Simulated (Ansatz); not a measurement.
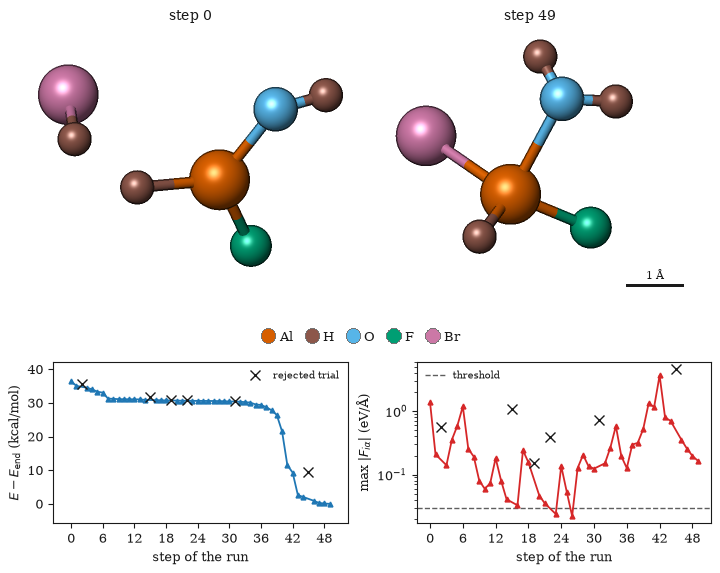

First and last geometry of a relaxation of AlH3OBrF, with the history of the run. The picture is a ball-and-stick view, seen at a tilt.

The run prepares an end point of a later path (reaction) calculation, from a guessed geometry.

These are results of Ansatz, RKS PBE0/def2-SVP, not measurements. (no spin polarisation; force threshold 0.03 eV/Å; at most 50 steps)

> Read the history and describe the run.

The relaxation stopped without meeting its thresholds, so the last structure isn't shown to be converged. It used up its limit of 50 steps. After 43 accepted moves (49 points after the start) the energy has fallen by 36.4 kcal/mol. Largest force component: 1.4 eV/Å at the start, 0.17 eV/Å at the end. The line search rejected the trial steps at points 2, 15, 19, 22, 31, 45 of the run. The forces were under the threshold at step 23, but the run went on from there. The largest move after the best rigid fit is that of an H atom, 2.68 Å. Largest moves by element: H 2.68 Å, O 1.00 Å, Al 0.94 Å, Br 0.81 Å, F 0.32 Å. Some distances before and after: H–O 3.771 → 0.972 Å, Br–H 1.503 → 2.861 Å, Al–Br 3.607 → 2.295 Å, Al–O 1.682 → 1.985 Å. New bonds form, among them: Al–Br (3.61 → 2.29 Å), H–O (3.77 → 0.97 Å). Bonds break, among them: Br–H (1.50 → 2.86 Å). Bond angles that change, for instance: O–Al–F 122.3° → 92.0°, Al–O–H 129.1° → 109.4°, H–Al–O 118.4° → 108.8°. Cost: 2.2 min on 2 threads of Arm Neoverse V1, on a shared host, peak memory 0.19 GiB.
